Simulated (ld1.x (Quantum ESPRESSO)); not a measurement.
Pseudopotential generation: Pd (part 2 of 2)

The same run, continued: palladium (Pd, Z = 46), core [Ar] 3d10, reference valence 4s2 4p6 4d9.5 5s0 5p0 (an ion of charge +0.5), valence charge 18. Method: RRKJ potential, PBE, scalar-relativistic, made with ld1.x (Quantum ESPRESSO) 7.5.

### Output of the test run (extracts), continued
```
     ---------------------- Testing the pseudopotential ----------------------

     Pd
     scalar relativistic calculation

     atomic number is 46.00   valence charge is 18.00
     dft =PBE   lsd =0 sic =0 latt =0  beta=0.20 tr2=1.0E-14
     mesh =1235 r(mesh) =  99.12271 xmin = -7.00 dx = 0.01250

     n l     nl             e AE (Ry)        e PS (Ry)    De AE-PS (Ry)
     1 0     4S   1( 1.00)       -7.23603       -7.26651        0.03048  !
     2 1     4P   1( 6.00)       -4.70517       -4.72790        0.02273  !
     3 2     4D   1(10.00)       -1.14341       -1.14473        0.00132
     2 0     5S   1( 0.00)       -0.81761       -0.82640        0.00879  !
     3 1     5P   1( 0.00)       -0.46027       -0.46267        0.00240

     eps = 1.1E-15  iter = 12

     Etot =  -10085.058427 Ry,   -5042.529214 Ha, -137214.210087 eV
     Etotps =  -267.658487 Ry,    -133.829244 Ha,   -3641.679241 eV
     dEtot_ae =       6.492422 Ry
     dEtot_ps =       6.509559 Ry,   Delta E=      -0.017137 Ry

     Ekin =      93.784253 Ry,      46.892127 Ha,    1275.999768 eV
     Encl =    -516.082045 Ry,    -258.041023 Ha,   -7021.653937 eV
     Ehrt =     205.887166 Ry,     102.943583 Ha,    2801.237593 eV
     Ecxc =     -48.183875 Ry,     -24.091937 Ha,    -655.575011 eV
     (Ecc =     -21.429996 Ry,     -10.714998 Ha,    -291.569942 eV)
     Epseu=      -3.063986 Ry,      -1.531993 Ha,     -41.687653 eV

     ---------------------- End of pseudopotential test ----------------------

     ---------------------- Testing the pseudopotential ----------------------

     Pd
     scalar relativistic calculation

     atomic number is 46.00   valence charge is 18.00
     dft =PBE   lsd =0 sic =0 latt =0  beta=0.20 tr2=1.0E-14
     mesh =1235 r(mesh) =  99.12271 xmin = -7.00 dx = 0.01250

     n l     nl             e AE (Ry)        e PS (Ry)    De AE-PS (Ry)
     1 0     4S   1( 2.00)       -7.41999       -7.41404       -0.00595  !
     2 1     4P   1( 6.00)       -4.89225       -4.88824       -0.00401
     3 2     4D   1( 8.00)       -1.32086       -1.31599       -0.00487
     2 0     5S   1( 1.00)       -0.91525       -0.92220        0.00696  !
     3 1     5P   1( 0.00)       -0.53025       -0.53135        0.00110

     eps = 2.6E-15  iter = 13

     Etot =  -10090.785992 Ry,   -5045.392996 Ha, -137292.137578 eV
     Etotps =  -273.412109 Ry,    -136.706055 Ha,   -3719.961253 eV
     dEtot_ae =       0.764858 Ry
     dEtot_ps =       0.755938 Ry,   Delta E=       0.008920 Ry

     Ekin =      86.689460 Ry,      43.344730 Ha,    1179.470190 eV
     Encl =    -513.265517 Ry,    -256.632759 Ha,   -6983.333122 eV
     Ehrt =     202.952515 Ry,     101.476257 Ha,    2761.309631 eV
     Ecxc =     -48.025988 Ry,     -24.012994 Ha,    -653.426852 eV
     (Ecc =     -21.429996 Ry,     -10.714998 Ha,    -291.569942 eV)
     Epseu=      -1.762578 Ry,      -0.881289 Ha,     -23.981100 eV

     ---------------------- End of pseudopotential test ----------------------

     ---------------------- Testing the pseudopotential ----------------------

     Pd
     scalar relativistic calculation

     atomic number is 46.00   valence charge is 18.00
     dft =PBE   lsd =0 sic =0 latt =0  beta=0.20 tr2=1.0E-14
     mesh =1235 r(mesh) =  99.12271 xmin = -7.00 dx = 0.01250

     n l     nl             e AE (Ry)        e PS (Ry)    De AE-PS (Ry)
     1 0     4S   1( 2.00)       -6.52055       -6.51636       -0.00419
     2 1     4P   1( 6.00)       -4.00332       -4.00021       -0.00311
     3 2     4D   1( 9.00)       -0.49149       -0.48850       -0.00300
     2 0     5S   1( 1.00)       -0.32005       -0.32372        0.00367
     3 1     5P   1( 0.00)       -0.05823       -0.05796       -0.00027

     eps = 1.2E-15  iter = 14

     Etot =  -10091.678207 Ry,   -5045.839103 Ha, -137304.276774 eV
     Etotps =  -274.300595 Ry,    -137.150297 Ha,   -3732.049715 eV
     dEtot_ae =      -0.127357 Ry
     dEtot_ps =      -0.132548 Ry,   Delta E=       0.005191 Ry

     Ekin =      88.246784 Ry,      44.123392 Ha,    1200.658664 eV
     Encl =    -529.784836 Ry,    -264.892418 Ha,   -7208.089895 eV
     Ehrt =     217.959930 Ry,     108.979965 Ha,    2965.495926 eV
     Ecxc =     -48.842593 Ry,     -24.421297 Ha,    -664.537338 eV
     (Ecc =     -21.429996 Ry,     -10.714998 Ha,    -291.569942 eV)
     Epseu=      -1.879880 Ry,      -0.939940 Ha,     -25.577074 eV

     ---------------------- End of pseudopotential test ----------------------
```

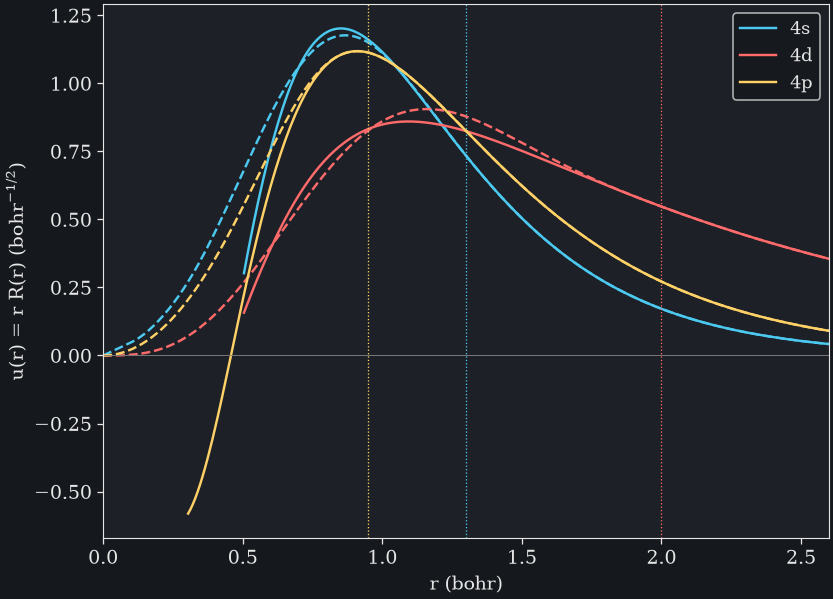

**Figure 2.** Partial waves u(r) = r R(r), all-electron (solid) and pseudo (dashed). Dotted lines mark the matching radii. The innermost oscillations of some all-electron curves aren't drawn. Pseudo-waves: 4s has no node; 4d has no node; 4p has no node.

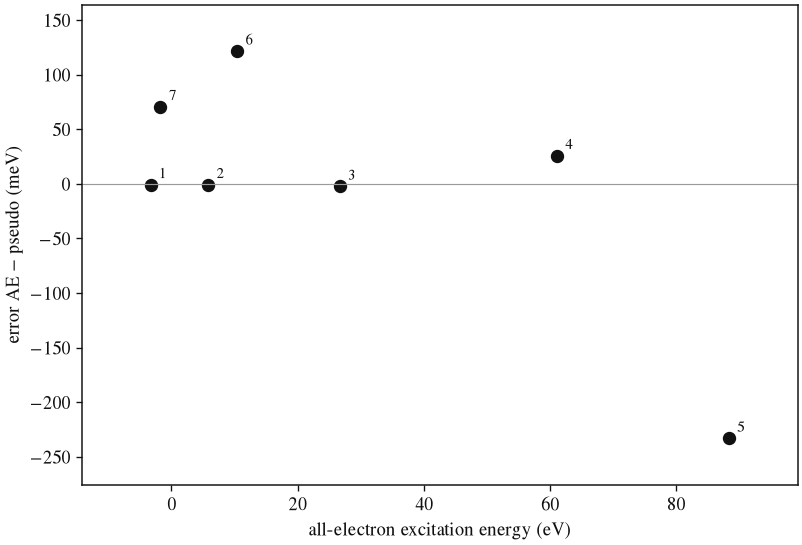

**Figure 3.** Errors, all-electron minus pseudo, of the energies of valence configurations relative to the unpolarised reference 4s2 4p6 4d9.5 5s0 5p0. Points: 1 = 4s2 4p6 4d10 5s0 5p0; 2 = 4s2 4p6 4d9 5s0 5p0; 3 = 4s2 4p6 4d8 5s0 5p0; 4 = 4s2 4p6 4d7 5s0 5p0; 5 = 4s1 4p6 4d10 5s0 5p0; 6 = 4s2 4p6 4d8 5s1 5p0; 7 = 4s2 4p6 4d9 5s1 5p0.

- Worst configuration: 4s1 4p6 4d10 5s0 5p0 (charge +1): the error is -233 meV on an all-electron energy of +88.33 eV relative to the reference, or 0.26 %.
- Configurations within 10 meV and within 50 meV: 3 and 4 of 7.

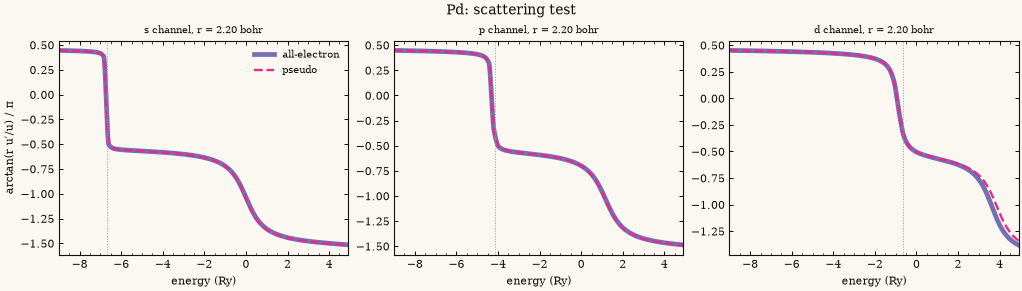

**Figure 4.** Unwrapped phase arctan(r u′/u) in units of π against energy, all-electron (solid) and pseudo (dashed); the pseudo phase is matched to the all-electron one at the reference energy. Here u = r R(r). A near-vertical step is a level narrower than the spacing of the points behind the curves. The dotted line marks the reference energy of the channel.

- Ghost states: the plot shows none: the two phases stay within 0.38 rad of each other in all channels drawn. The separate test gives: no ghost state below the valence levels in the s, d, p, f channels.
- Range over which the phases agree within 0.05 rad: s: over the whole range drawn; p: over the whole range drawn; d: up to about 2.4 Ry.

### Input file
```
 &input
   title='Pd', zed=46., rel=1, dft='PBE', iswitch=3,
   config='[Kr] 4d9.5 5s0 5p0',
   nld=3, rlderiv=2.20, eminld=-9.0, emaxld=5.0, deld=0.04
 /
 &inputp
   pseudotype=2, tm=.false., lloc=1,
   nlcc=.true.,
   file_pseudopw='Pd.UPF', file_wfcaegen='ae.wfc', file_wfcncgen='nc.wfc', file_beta='beta', file_chi='chi'
 /
3
4S  1  0   2.00   0.00  1.30  1.30  0.0
4D  3  2   9.50   0.00  2.00  2.00  0.0
4P  2  1   6.00   0.00  0.95  0.95  0.0
 &test
   configts(1)='4s2 4p6 4d9.5 5s0 5p0'
 /
```

### Input of the test run
```
 &input
   title='Pd', zed=46., rel=1, dft='PBE', iswitch=2,
   config='[Kr] 4d9.5 5s0 5p0'
 /
 &test
   file_pseudo='Pd.UPF', nconf=8,
   configts(1)='4s2 4p6 4d9.5 5s0 5p0',
   configts(2)='4s2 4p6 4d10 5s0 5p0',
   configts(3)='4s2 4p6 4d9 5s0 5p0',
   configts(4)='4s2 4p6 4d8 5s0 5p0',
   configts(5)='4s2 4p6 4d7 5s0 5p0',
   configts(6)='4s1 4p6 4d10 5s0 5p0',
   configts(7)='4s2 4p6 4d8 5s1 5p0',
   configts(8)='4s2 4p6 4d9 5s1 5p0'
 /
```

Run as:
```bash
ld1.x < Pd.in > Pd.out
```

### Summary

- outcome: generated
- cutoffs needed: 140 Ry and 200 Ry (the cutoffs, on a coarse ladder, from which the occupation-weighted sum of valence levels, in a spherical-Bessel basis at the reference potential, stays within 10 and 1 mRy of its value at 400 Ry); ghost states and empty shells don't enter this sum
- ghost test: no ghost state below the valence levels in the s, d, p, f channels (spherical-Bessel basis up to 400 Ry, 20 bohr box)
- largest excitation error: -233 meV (all-electron minus pseudo) for 4s1 4p6 4d10 5s0 5p0, out of 7 test configurations
- range over which the phases arctan(r u′/u) at the test radius agree within 0.05 rad (a looser test near the poles than one of phase shifts): s: over the whole range computed; p: over the whole range computed; d: up to about 2.4 Ry
- hardware: 1 CPU thread, shared host
- wall time: 1.2 s
